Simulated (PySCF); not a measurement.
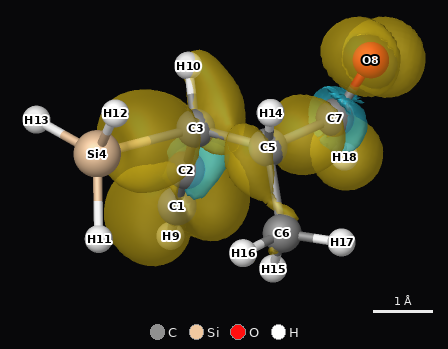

The picture shows: C6H10OSi (charge +1, doublet). Isosurfaces of the spin density at +0.015 (yellow) and −0.015 e/Å³ (cyan), seen from one side.

Geometry: GFN2-xTB.

Computed with PySCF 2.14.0, density-fitted response routines, UKS B3LYP, pcH-1 on C H O Si, non-relativistic, mean-field spin-orbit, GIAO.

```xyz
18

C     0.4847    2.6134   -0.1609
C     0.5188    1.4269   -0.3872
C     0.5614    0.0373   -0.6323
Si    2.1857   -0.6452    0.4556
C    -0.6729   -0.7321   -0.2594
C    -1.1905   -0.5195    1.1533
C    -1.7456   -0.1985   -1.2492
O    -2.1343   -0.8077   -2.1805
H     0.4443    3.6529    0.0001
H     0.8941   -0.1769   -1.6493
H     1.8710   -0.2024    1.8108
H     2.0906   -2.0824    0.2172
H     3.2775    0.0573   -0.2071
H    -0.5464   -1.7959   -0.4791
H    -1.2068    0.5361    1.4142
H    -0.5605   -1.0536    1.8624
H    -2.1975   -0.9190    1.2533
H    -2.0822    0.8156   -0.9734
```

> Where is the unpaired spin?

The unpaired spin (1 electron) lies mostly on O8 (about 0.2), C1 (about 0.2), C3 (about 0.1), Si4 (about 0.1) and C5 (about 0.1), in electrons by Hirshfeld's partition.
